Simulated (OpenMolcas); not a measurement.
Energy and gradient calculation, with input and output: C$_{2}$H$_{4}$Si (part 1 of 3)

C$_{2}$H$_{4}$Si, multiplicity 3, SMILES C=C[SiH], computed with B3LYP/6-31G*, UKS (OpenMolcas 26.06).

The geometry comes from this level: GFN2-xTB.

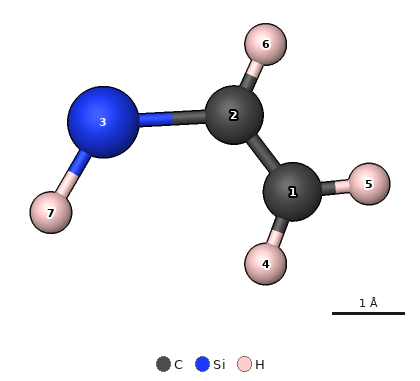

Fig. 1: The structure as given in the input (ball-and-stick view, seen at a tilt; atoms are numbered from 1 in the order of the input). Bond lengths as drawn: C–C 1.35 Å, C–H 1.08 Å, C–Si 1.83 Å and H–Si 1.46 Å.

Input file:
```
&GATEWAY
 BASLIB
 $CurrDir
 COORD
 coord.xyz
 BASIS
 6-31Gs
 GROUP
 NoSym

&SEWARD
 GRIDINPUT
 Grid=UltraFine
 End of Grid

&SCF
 UHF
 SPIN
 3
 KSDFT
 B3LYP
 THRESHOLDS
 1e-10 1e-07 1e-07 1e-05
 PRORBITALS
 1 2

&ALASKA
```

File coord.xyz:
```
7

C     -0.664880     0.403150    -0.661530
C     -0.043620     0.393820     0.534920
Si     1.210520    -0.843240     1.034030
H     -0.458220    -0.333550    -1.419980
H     -1.396740     1.153360    -0.910180
H     -0.297240     1.164440     1.252740
H      1.650180    -1.937980     0.169990
```

Launch command:
```bash
export MOLCAS_MEM=1860
pymolcas calc.input > calc.log
```

Output:
```
--- Start Module: gateway ---

                                              &GATEWAY

                       available to each process: 1.9 GB of memory, 1 thread

 Basis Set     1 Label: C.6-31GS
 Basis set is read from library:.
 basistype.tbl is not found

 Basis Set     2 Label: SI.6-31GS
 Basis set is read from library:.
 basistype.tbl is not found

 Basis Set     3 Label: H.6-31GS
 Basis set is read from library:.
 basistype.tbl is not found

++    Symmetry information:
      ---------------------

                    Character Table for C1

                             E
                    a        1  x, y, xy, Rz, z, xz, Ry, yz, Rx, I
--

++    Basis set information:
      ----------------------

      Basis set label: C.6-31GS.........

      Electronic valence basis set:
      ------------------
      Associated Effective Charge   6.000000 au
      Associated Actual Charge      6.000000 au
      Nuclear Model: Point charge

      Shell  nPrim  nBasis  Cartesian Spherical Contaminant
         s      10       3        X
         p       4       2        X
         d       1       1        X

      Basis set label: SI.6-31GS.........

      Electronic valence basis set:
      ------------------
      Associated Effective Charge  14.000000 au
      Associated Actual Charge     14.000000 au
      Nuclear Model: Point charge

      Shell  nPrim  nBasis  Cartesian Spherical Contaminant
         s      16       4        X
         p      10       3        X
         d       1       1        X

      Basis set label: H.6-31GS.........

      Electronic valence basis set:
      ------------------
      Associated Effective Charge   1.000000 au
      Associated Actual Charge      1.000000 au
      Nuclear Model: Point charge

      Shell  nPrim  nBasis  Cartesian Spherical Contaminant
         s       4       2        X
--

++    Molecular structure info:
      -------------------------

                    ************************************************
                    **** Cartesian Coordinates / bohr, angstrom ****
                    ************************************************

     Center  Label                x              y              z                     x              y              z
        1      C1              -1.256441       0.761843      -1.250111             -0.664880       0.403150      -0.661530
        2      C2              -0.082430       0.744212       1.010852             -0.043620       0.393820       0.534920
        3      SI3              2.287551      -1.593493       1.954034              1.210520      -0.843240       1.034030
        4      H4              -0.865910      -0.630318      -2.683373             -0.458220      -0.333550      -1.419980
        5      H5              -2.639456       2.179535      -1.719991             -1.396740       1.153360      -0.910180
        6      H6              -0.561702       2.200473       2.367336             -0.297240       1.164440       1.252740
        7      H7               3.118388      -3.662251       0.321235              1.650180      -1.937980       0.169990

                    ***************************************
                    *    InterNuclear Distances / bohr    *
                    ***************************************

               1 C1            2 C2            3 SI3           4 H4            5 H5            6 H6
    1 C1       0.000000
    2 C2       2.547659        0.000000
    3 SI3      5.326728        3.459951        0.000000
    4 H4       2.035895        4.018766        5.690129        0.000000
    5 H5       2.035526        4.006999        7.211768        3.459601        0.000000
    6 H6       3.954521        2.047057        4.762692        5.797894        4.585165        0.000000
    7 H7       6.417232        5.489784        2.763347        5.839086        8.452564        7.218111

               7 H7
    7 H7       0.000000

                    *******************************************
                    *    InterNuclear Distances / angstrom    *
                    *******************************************

               1 C1            2 C2            3 SI3           4 H4            5 H5            6 H6
    1 C1       0.000000
    2 C2       1.348163        0.000000
    3 SI3      2.818783        1.830927        0.000000
    4 H4       1.077349        2.126639        3.011087        0.000000
    5 H5       1.077154        2.120412        3.816303        1.830742        0.000000
    6 H6       2.092642        1.083256        2.520308        3.068114        2.426365        0.000000
    7 H7       3.395853        2.905069        1.462300        3.089911        4.472904        3.819660

               7 H7
    7 H7       0.000000

                    **************************************
                    *    Valence Bond Angles / degree    *
                    **************************************
                          Atom centers                 Phi
                      2 C2       1 C1       4 H4       122.12
                      2 C2       1 C1       5 H5       121.52
                      4 H4       1 C1       5 H5       116.36
                      1 C1       2 C2       6 H6       118.38

           ***************************************************************
           *              Valence Dihedral Angles / degree               *
           ***************************************************************
                    Atom centers                       Phi1     Phi2     Theta
           4 H4       1 C1       2 C2       6 H6        122.12   118.38   179.94
           5 H5       1 C1       2 C2       6 H6        121.52   118.38     0.05
--

            Nuclear Potential Energy             83.05451694 au

--- Stop Module: gateway /rc=_RC_ALL_IS_WELL_ ---

--- Start Module: seward ---

                                              &SEWARD

                       available to each process: 1.9 GB of memory, 1 thread

               SEWARD will generate:
                  Multipole Moment integrals up to order  2
                  Kinetic Energy integrals
                  Nuclear Attraction integrals (point charge)
                  One-Electron Hamiltonian integrals
                  Velocity integrals
                  Orbital angular momentum around (  0.8387  -0.4717   0.8939 )
                  Velocity quadrupole around (  0.8387  -0.4717   0.8939 )
                  Two-Electron Repulsion integrals

                   Integrals are discarded if absolute value <: 1.00E-14
                   Integral cutoff threshold is set to       <: 1.00E-16

            Nuclear Potential Energy             83.05451694 au

      Basis set specifications :
      Symmetry species         a
      Basis functions           57

--- Stop Module: seward /rc=_RC_ALL_IS_WELL_ ---

--- Start Module: scf ---

                                                &SCF

                       available to each process: 1.9 GB of memory, 1 thread

++    Input section:
      --------------

      Header of the integral files:

      Cartesian coordinates in angstrom:
      -----------------------------------------------------
      No.  Label        X            Y            Z
      -----------------------------------------------------
       1   C1        -0.66488000   0.40315000  -0.66153000
       2   C2        -0.04362000   0.39382000   0.53492000
       3   SI3        1.21052000  -0.84324000   1.03403000
       4   H4        -0.45822000  -0.33355000  -1.41998000
       5   H5        -1.39674000   1.15336000  -0.91018000
       6   H6        -0.29724000   1.16444000   1.25274000
       7   H7         1.65018000  -1.93798000   0.16999000
      -----------------------------------------------------
      Nuclear repulsion energy =   83.05451694
--

++    Orbital specifications:
      -----------------------

      Symmetry species               1
                                     a
      Frozen orbitals                0
      Start temperature = 0.500
      End temperature   = 0.010
      Temperature Factor= 0.460
      Deleted orbitals               0
      Total number of orbitals      57
      Number of basis functions     57
--

      Molecular charge                           0.000

      Numerical integration parameters
      --------------------------------
      Radial quadrature type:                         MHL
      Size of radial grid:                            99
      Lebedev angular grid:                           41
      Angular grid pruned with the crowding factor:  1.00E+10
                                 and fading factor:  1.00E+01
      Screening threshold for integral computation:   1.00E-11
      Radial quadrature accuracy:                     1.00E-25
      Maximum batch size:                             128
      AO values are stored on disk
      The same grid will be used for all iterations.

      DFT functional specifications
      -----------------------------
      Using Libxc version: 6.2.2
      Please cite the following reference:
      S. Lehtola, C. Steigemann, M. J.T. Oliveira, and M. A.L. Marques.,  SoftwareX 7, 1–5 (2018) doi:10.1016/j.softx.2017.11.002

      * B3LYP

++    Optimization specifications:
      ----------------------------

      SCF Algorithm: Conventional USCF
      D(i)-D(i-1) density differences are used
      Number of density matrices in core                 5
      Maximum number of NDDO SCF iterations            400
      Maximum number of HF SCF iterations              400
      Threshold for SCF energy change             1.00E-10
      Threshold for density matrix                1.00E-07
      Threshold for Fock matrix                   1.00E-07
      Threshold for linear dependence             1.00E-09
      Threshold at which DIIS is turned on        1.50E-01
      Maximum depth in the DIIS procedure                5
      Maximum depth in the BFGS Hessian update          30
      Threshold at which QNR/C2DIIS is turned on  7.50E-02
      Threshold for Norm(delta) (QNR/C2DIIS)      1.00E-05
      All orbitals punched on: UHFORB
--

      Input vectors read from INPORB
      Orbital file label: *Guess orbitals

++ Convergence information
                               UHF B3LYP      iterations: Energy and convergence statistics

Iter     Tot. B3LYP      One-elec.       Two-elec.     Energy      Max Dij or  Max Fij      DNorm      TNorm      AccCon     Time
         Energy          Energy          Energy        Change      Delta Norm                                                in Sec.
   1  -364.274267174  -692.557500280   245.228716169   0.00E+00    1.10E-01*   5.07E-01*    8.32E+00   1.64E+02   None         2.
   2  -364.793768382  -689.677575876   241.829290556  -5.20E-01*   1.74E-01*   2.54E-01*    1.10E+01   1.60E+02   EDIIS        1.
   3  -364.312699766  -699.381828294   252.014611590   4.81E-01*   3.70E-01*   2.55E-01*    7.85E+00   1.70E+02   EDIIS        1.
   4  -366.670969967  -695.526268635   245.800781730  -2.36E+00*   3.63E-01*   2.11E-01*    9.54E+00   1.61E+02   EDIIS        1.
   5  -367.648846339  -697.722050767   247.018687491  -9.78E-01*   5.45E-01*   1.03E-01*    3.41E+00   1.66E+02   EDIIS        1.
   6  -367.813259341  -696.214558132   245.346781854  -1.64E-01*   2.38E-01*   6.21E-02*    1.93E+00   1.63E+02   EDIIS        1.
   7  -367.968234123  -697.389454093   246.366703033  -1.55E-01*   4.00E-01*   5.00E-02*    6.86E-01   1.64E+02   EDIIS        1.
   8  -367.951278295  -696.837887631   245.832092399   1.70E-02*   1.14E-01*   3.28E-02*    7.68E-01   1.64E+02   EDIIS        1.
   9  -367.983970544  -697.019616741   245.981129260  -3.27E-02*   6.89E-02*   1.18E-02*    2.01E-01   1.64E+02   EDIIS        1.
  10  -367.983384457  -697.306702532   246.268801138   5.86E-04*   2.56E-02*   6.52E-03*    1.75E-01   1.64E+02   EDIIS        1.

       Fermi aufbau procedure completed!
      nOcc(alpha)=   16
      nOcc(beta) =   14

  11  -367.984944075  -697.151842475   246.112381462  -1.56E-03*   1.80E-02*   2.78E-03*    4.19E-02   1.64E+02   c2DIIS       1.
  12  -367.984975535  -697.128599861   246.089107388  -3.15E-05*   2.42E-02*   2.64E-03*    2.17E-02   1.64E+02   QNRc2DIIS    1.
  13  -367.984942586  -697.166206177   246.126746654   3.29E-05*   1.44E-02*   3.93E-03*    2.65E-02   1.64E+02   QNRc2DIIS    1.
  14  -367.985009348  -697.143274175   246.103747889  -6.68E-05*   1.10E-02*   5.40E-04*    1.66E-02   1.64E+02   QNRc2DIIS    1.
  15  -367.985012873  -697.139531400   246.100001589  -3.53E-06*   1.91E-03*   2.64E-04*    1.10E-02   1.64E+02   QNRc2DIIS    1.
  16  -367.985013768  -697.143049313   246.103518608  -8.95E-07*   1.05E-03*   4.63E-05*    2.66E-03   1.64E+02   QNRc2DIIS    1.
  17  -367.985013800  -697.141459261   246.101928523  -3.24E-08*   3.10E-04*   2.63E-05*    1.46E-03   1.64E+02   QNRc2DIIS    1.
  18  -367.985013818  -697.142518348   246.102987593  -1.79E-08*   3.81E-05*   2.58E-06*    5.04E-04   1.64E+02   QNRc2DIIS    1.
  19  -367.985013818  -697.142424386   246.102893630  -1.66E-10*   8.70E-06    6.41E-07*    5.20E-05   1.64E+02   QNRc2DIIS    1.
  20  -367.985013819  -697.142458492   246.102927736  -8.75E-12    3.63E-06    3.42E-07*    1.68E-05   1.64E+02   QNRc2DIIS    1.
  21  -367.985013819  -697.142442702   246.102911946  -2.96E-12    1.30E-06    7.49E-08     6.76E-06   1.64E+02   QNRc2DIIS    1.

       Convergence after  21 Iterations
--

 *****************************************************************************************************************************
 *                                             SCF/KS-DFT Program, Final results                                             *
 *                                                       Final Results                                                       *
 *****************************************************************************************************************************

::    Total KS-DFT energy                            -367.9850138185
      One-electron energy                            -697.1424427024
      Two-electron energy                             246.1029119465
      Nuclear repulsion energy                         83.0545169374
      Kinetic energy (interpolated)                   366.2824766367
      Virial theorem                                    1.0046481535
      Total spin, S(S+1)                                2.0161692353
      Total spin, S                                     1.0053800966
      Max non-diagonal density matrix element           0.0000005116
      Max non-diagonal Fock matrix element              0.0000000260

      All orbitals with orbital energies smaller than  E(LUMO)+0.5 are printed

++    Molecular orbitals:
      -------------------

      Title: UKS-DFT orbitals (alpha)

      Molecular orbitals for symmetry species 1: a
```
